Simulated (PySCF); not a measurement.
# One shape, several levels: C2H2BrSi− (SMILES C#C[SiH-]Br)

Aim: a comparison of 6 runs (HF/STO-3G, r2SCAN/6-31G, B3LYP/6-31G*, wB97X/6-31G*, PBE0/def2-SVP, MP2/def2-TZVP) of C2H2BrSi−. 

The calculation is run with PySCF 2.14.0.

## (1) Starting point

C2H2BrSi− has 6 atoms, charge -1, and is taken as a singlet. SMILES: `C#C[SiH-]Br`. The coordinates come from a GFN2-xTB relaxation.

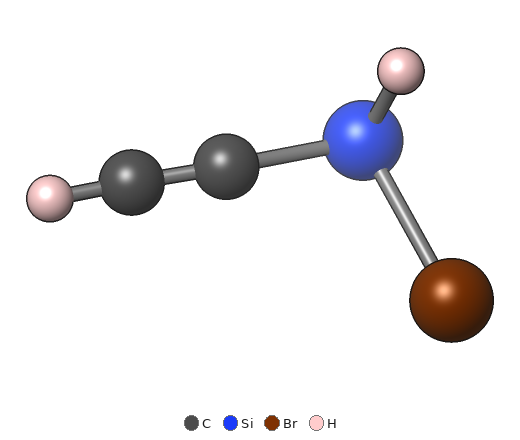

The structure, seen from a chosen angle (carbon dark grey, silicon blue, bromine brown, hydrogen pink).

## (2) Energy and forces at HF/STO-3G (run 1)

The input, input.py:

```python
import pyscf.grad
from pyscf import gto, scf

mol = gto.M(
    atom='''
C        0.896390       0.502490      -1.409070
C        0.336010       0.295880      -0.360090
Si      -0.054080       0.015640       1.440750
Br      -1.124940      -2.199870       1.223400
H        1.318310       0.655140      -2.366840
H       -1.371680       0.730720       1.471860
''',
    verbose=3,
    spin=0,
    charge=-1,
    max_memory=1860,
    basis='sto-3g',
)

hf = scf.RHF(mol)
hf.conv_tol = 1e-10
hf.kernel()
if not hf.converged:
    hf = hf.newton().run(hf.mo_coeff, hf.mo_occ)

etot = hf.e_tot
print(f'total energy: {etot:.8f} hartree')
grad = hf.Gradients().kernel()
dip = hf.dip_moment()
pop, q = hf.mulliken_pop()
```

Run with:

```console
OMP_NUM_THREADS=1 python input.py
```

The log of the run:

```text
converged SCF energy = -2906.07276431058
total energy: -2906.07276431 hartree
--------------- RHF gradients ---------------
         x                y                z
0 C     0.0429528751     0.0150940469    -0.0647313562
1 C    -0.0395868268    -0.0142465321     0.0733820090
2 Si     0.0253246096     0.0180659572    -0.0184470500
3 Br    -0.0113011471    -0.0255788614     0.0002191386
4 H    -0.0022729298    -0.0017864701     0.0019610627
5 H    -0.0151165810     0.0084518595     0.0076161959
----------------------------------------------

WARN: System has nonzero charge -1; the dipole moment is origin-dependent.
Location of origin: [0. 0. 0.]

Dipole moment(X, Y, Z, Debye):  2.33215,  4.50992, -3.96758
 ** Mulliken pop  **
pop of  0 C 1s            1.99425
pop of  0 C 2s            1.11166
pop of  0 C 2px           1.08316
pop of  0 C 2py           1.04850
pop of  0 C 2pz           1.01555
pop of  1 C 1s            1.99503
pop of  1 C 2s            1.32816
pop of  1 C 2px           0.93753
pop of  1 C 2py           0.94633
pop of  1 C 2pz           1.06133
pop of  2 Si 1s           1.99981
pop of  2 Si 2s           1.99351
pop of  2 Si 3s           1.65520
pop of  2 Si 2px          1.96759
pop of  2 Si 2py          1.95676
pop of  2 Si 2pz          1.96486
pop of  2 Si 3px          0.89092
pop of  2 Si 3py          0.47056
pop of  2 Si 3pz          0.77413
pop of  3 Br 1s           2.00000
pop of  3 Br 2s           1.99990
pop of  3 Br 3s           1.99970
pop of  3 Br 4s           1.97381
pop of  3 Br 2px          1.99998
pop of  3 Br 2py          1.99990
pop of  3 Br 2pz          2.00000
pop of  3 Br 3px          1.99864
pop of  3 Br 3py          1.99466
pop of  3 Br 3pz          1.99983
pop of  3 Br 4px          1.92071
pop of  3 Br 4py          1.68875
pop of  3 Br 4pz          1.99111
pop of  3 Br 3dxy         1.99986
pop of  3 Br 3dyz         1.99998
pop of  3 Br 3dz^2        1.99993
pop of  3 Br 3dxz         2.00000
pop of  3 Br 3dx2-y2      1.99990
pop of  4 H 1s            0.96594
pop of  5 H 1s            1.27258
 ** Mulliken atomic charges  **
charge of    0C =     -0.25313
charge of    1C =     -0.26837
charge of    2Si =      0.32667
charge of    3Br =     -0.56666
charge of    4H =      0.03406
charge of    5H =     -0.27258
```

Wall time 11 s (1 thread of Intel Xeon at 2.50GHz (Skylake/Cascade Lake), shared host); peak memory 0.12 GiB.

## (3) Energy and gradient at r2SCAN/6-31G (run 2)

The input, run.py:

```python
# C#C[SiH-]Br
import pyscf.grad
from pyscf import gto, dft

mol = gto.M(
    atom=[
    ('C', (0.896390, 0.502490, -1.409070)),
    ('C', (0.336010, 0.295880, -0.360090)),
    ('Si', (-0.054080, 0.015640, 1.440750)),
    ('Br', (-1.124940, -2.199870, 1.223400)),
    ('H', (1.318310, 0.655140, -2.366840)),
    ('H', (-1.371680, 0.730720, 1.471860)),
],
    spin=0,
    verbose=4,
    basis='6-31g',
    charge=-1,
    max_memory=1860,
)

myscf = dft.RKS(mol, xc='r2scan')
myscf.grids.level = 5
myscf.conv_tol = 1e-10
myscf.kernel()
if not myscf.converged:
    myscf = myscf.newton().run(myscf.mo_coeff, myscf.mo_occ)

e_tot = myscf.e_tot
print(f'total energy: {e_tot:.8f} hartree')
grad = myscf.Gradients().kernel()
myscf.analyze()
```

Run with:

```console
OMP_NUM_THREADS=1 python run.py
```

The log of the run:

```text
PySCF version 2.14.0

[... 96 lines left out ...]
Nuclear Repulsion Energy =             242.091030928818299
[... 7 lines left out ...]
MO #2   energy= -65.6455314297373  occ= 2
[... 5 lines left out ...]
MO #8   energy= -9.87003863456737  occ= 2
[... 5 lines left out ...]
MO #14  energy= -3.36931209919642  occ= 2
[... 5 lines left out ...]
MO #20  energy= -2.24732995998261  occ= 2
[... 5 lines left out ...]
MO #26  energy= -0.168015998131736 occ= 2
[... 5 lines left out ...]
MO #32  energy= 0.00442325845821401 occ= 2
[... 5 lines left out ...]
MO #38  energy= 0.307326716464976  occ= 0
[... 5 lines left out ...]
MO #44  energy= 0.53806379675886   occ= 0
[... 5 lines left out ...]
MO #50  energy= 0.848034167719913  occ= 0
[... 5 lines left out ...]
MO #56  energy= 1.33249484671154   occ= 0
[... 5 lines left out ...]
MO #62  energy= 4.08885977149115   occ= 0
[... 36 lines left out ...]
pop of  3 Br 4s           1.94460
pop of  3 Br 5s           0.00418
pop of  3 Br 2px          2.00000
pop of  3 Br 2py          2.00000
pop of  3 Br 2pz          2.00000
pop of  3 Br 3px          1.99987
pop of  3 Br 3py          1.99982
pop of  3 Br 3pz          1.99988
pop of  3 Br 4px          1.89782
pop of  3 Br 4py          1.65082
pop of  3 Br 4pz          1.97073
pop of  3 Br 5px          0.00308
pop of  3 Br 5py          0.00223
pop of  3 Br 5pz          0.00349
pop of  3 Br 3dxy         1.99986
pop of  3 Br 3dyz         1.99992
pop of  3 Br 3dz^2        1.99988
pop of  3 Br 3dxz         1.99995
pop of  3 Br 3dx2-y2      1.99983
pop of  3 Br 4dxy         0.00007
pop of  3 Br 4dyz         0.00005
pop of  3 Br 4dz^2        0.00006
pop of  3 Br 4dxz         0.00005
pop of  3 Br 4dx2-y2      0.00006
pop of  4 H 1s            0.85356
pop of  4 H 2s            0.00970
pop of  5 H 1s            1.11012
pop of  5 H 2s            0.00245
 ** Mulliken atomic charges  **
charge of    0C =     -0.27798
charge of    1C =     -0.22250
charge of    2Si =     -0.04787
charge of    3Br =     -0.47582
charge of    4H =      0.13673
charge of    5H =     -0.11256

WARN: System has nonzero charge -1; the dipole moment is origin-dependent.
Location of origin: [0. 0. 0.]

Dipole moment(X, Y, Z, Debye):  1.82042,  4.38316, -5.47608
```

It took 66 s on 1 thread of Intel Xeon at 2.50GHz (Skylake/Cascade Lake), shared host; peak memory 0.63 GiB.

Runs 3 to 5 aren't shown in full; the table further down has their settings and results.

## (4) Energy and gradient at MP2/def2-TZVP (run 6)

The input, run.py:

```python
# C#C[SiH-]Br
import pyscf.grad
from pyscf import gto, scf, mp

mol = gto.M(
    atom='''
C    0.896390   0.502490  -1.409070
C    0.336010   0.295880  -0.360090
Si  -0.054080   0.015640   1.440750
Br  -1.124940  -2.199870   1.223400
H    1.318310   0.655140  -2.366840
H   -1.371680   0.730720   1.471860
''',
    max_memory=1860,
    basis='def2-tzvp',
    charge=-1,
    spin=0,
    verbose=4,
)

mf = scf.RHF(mol)
mf.conv_tol = 1e-10
mf.kernel()
if not mf.converged:
    mf = mf.newton().run(mf.mo_coeff, mf.mo_occ)

pt = mp.MP2(mf, frozen=16).run()
energy = pt.e_tot
print('E = %.10f Eh' % energy)
grad = pt.Gradients().kernel()
dip = mf.dip_moment()
pop, q = mf.mulliken_pop()
```

Run with:

```console
OMP_NUM_THREADS=1 python run.py
```

The log of the run:

```text
PySCF version 2.14.0

[... 68 lines left out ...]
converged SCF energy = -2938.28324547972
[... 19 lines left out ...]
WARN: System has nonzero charge -1; the dipole moment is origin-dependent.
[... 2 lines left out ...]
Dipole moment(X, Y, Z, Debye):  1.95386,  4.21433, -5.49100
[... 127 lines left out ...]
pop of  3 Br 4dyz         0.20407
pop of  3 Br 4dz^2        0.20358
pop of  3 Br 4dxz         0.20337
pop of  3 Br 4dx2-y2      0.20426
pop of  3 Br 5dxy        -0.00133
pop of  3 Br 5dyz        -0.00292
pop of  3 Br 5dz^2       -0.00252
pop of  3 Br 5dxz        -0.00294
pop of  3 Br 5dx2-y2     -0.00259
pop of  3 Br 6dxy         0.00845
pop of  3 Br 6dyz         0.00501
pop of  3 Br 6dz^2        0.00547
pop of  3 Br 6dxz         0.00349
pop of  3 Br 6dx2-y2      0.00791
pop of  3 Br 4f-3         0.00032
pop of  3 Br 4f-2         0.00017
pop of  3 Br 4f-1         0.00031
pop of  3 Br 4f+0         0.00013
pop of  3 Br 4f+1         0.00009
pop of  3 Br 4f+2         0.00008
pop of  3 Br 4f+3         0.00066
pop of  4 H 1s            0.25953
pop of  4 H 2s            0.47917
pop of  4 H 3s            0.09161
pop of  4 H 2px           0.00627
pop of  4 H 2py           0.00414
pop of  4 H 2pz           0.01435
pop of  5 H 1s            0.24256
pop of  5 H 2s            0.56763
pop of  5 H 3s            0.32064
pop of  5 H 2px           0.00595
pop of  5 H 2py           0.00195
pop of  5 H 2pz           0.00133
 ** Mulliken atomic charges  **
charge of    0C =     -0.35684
charge of    1C =     -0.17742
charge of    2Si =      0.10224
charge of    3Br =     -0.57285
charge of    4H =      0.14494
charge of    5H =     -0.14006
```

Run time: 6.3 min. Hardware: 1 thread of Intel Xeon at 2.50GHz (Skylake/Cascade Lake), shared host; peak memory 2 GiB.

## (5) Overview of the runs

```
run                               level  integration grid  frozen core orbitals   energy (Eh)  HOMO energy (eV)  LUMO energy (eV)  HOMO–LUMO gap (eV)  wall time
  1                           HF/STO-3G                 –                     –  -2906.072764              0.77             14.14               13.37       11 s
  2                        r2SCAN/6-31G                 5                     –  -2940.524878              0.12              3.30                3.18       66 s
  3  B3LYP/6-31G* (spherical functions)                 5                     –  -2940.785211             -0.42              3.93                4.34       65 s
  4  wB97X/6-31G* (spherical functions)                 5                     –  -2940.732325             -2.78              6.06                8.83    3.1 min
  5                       PBE0/def2-SVP                 5                     –  -2940.086673             -0.59              4.17                4.76       85 s
  6                       MP2/def2-TZVP                 –                    16  -2938.973848             -2.99              6.98                9.97    6.3 min
```

## (6) What came out

| quantity | value |
| --- | --- |
| run 6: total energy | -2938.97385 Eh |
| run 6: HOMO energy (Hartree–Fock orbitals) | -2.99 eV |
| run 6: LUMO energy (Hartree–Fock orbitals) | 6.98 eV |
| run 6: HOMO–LUMO gap (to an unbound level, set by the basis) | 9.97 eV |
| run 6: correlation energy (16 core orbitals frozen) | -690.6 mEh |
| run 6: largest force on an atom | 2.132 eV/Å |

**Reading.** Over runs 1, 2, 3, 4, 5 the HOMO–LUMO gap runs from 3.18 eV (r2SCAN/6-31G) to 13.37 eV (HF/STO-3G). The two ends differ in method and basis. The empty levels of an anion lie above zero and hang on the basis. Totals of different functionals can't be ranked against each other. In runs 1, 2 the HOMO lies above zero, so the outermost electron may be held by the basis alone. In run 1 the basis is minimal, so the values are rough. All runs together took 13 min, the longest 6.3 min.
